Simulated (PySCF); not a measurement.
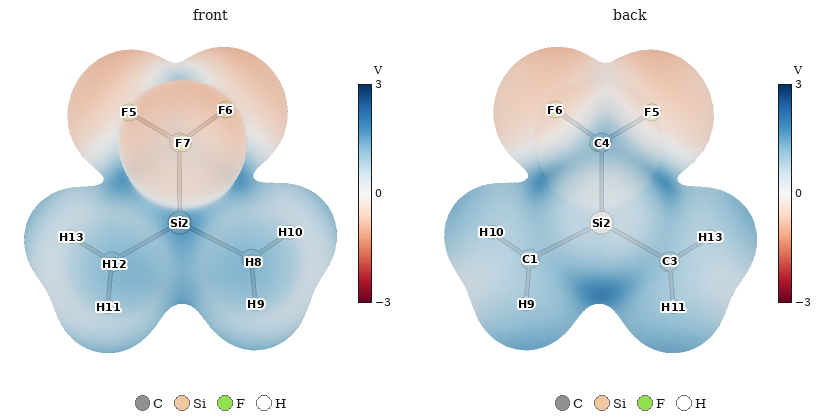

Figure 1: C$_{3}$H$_{6}$F$_{3}$Si (SMILES C[Si](C)C(F)(F)F) (doublet). The electrostatic potential painted on the density surface at 0.004 e/bohr³, seen from the front and from behind; the colour scale runs from red (negative) to blue (positive).

Geometry: BP86-D3(BJ)/def2-SVP.

All numbers below come from DFT single point, gas phase, functional B3LYP in PySCF.

Input

```
{"job": {"kind": "sp", "xc": "B3LYP", "basis": "ma-def2-SVP", "d3": "d3bj", "grid": 2}, "charge": 0, "multiplicity": 2}
C      0.094104     1.825722    -0.072945
Si     0.233014     0.085637     0.655683
C     -1.430134    -0.803164     0.805617
C      1.344786    -0.966317    -0.558509
F      1.500201    -2.252594    -0.135796
F      2.591094    -0.438882    -0.717931
F      0.784908    -1.029796    -1.809809
H     -0.416941     1.783897    -1.059872
H     -0.488377     2.493903     0.593272
H      1.098744     2.269542    -0.222790
H     -2.099848    -0.283289     1.520304
H     -1.933937    -0.835349    -0.185406
H     -1.286963    -1.845619     1.154192
```

Run with:

```sh
OMP_NUM_THREADS=1 python redox_run.py task.json out
```

Q: Describe the electrostatic potential map.

A: The most negative region (about −0.9 V) lies over F5, F6 and F7, the most positive (about +2.0 V) over Si2.

Q: What dipole moment does the calculation give?

A: Its dipole moment is 3.19 D.
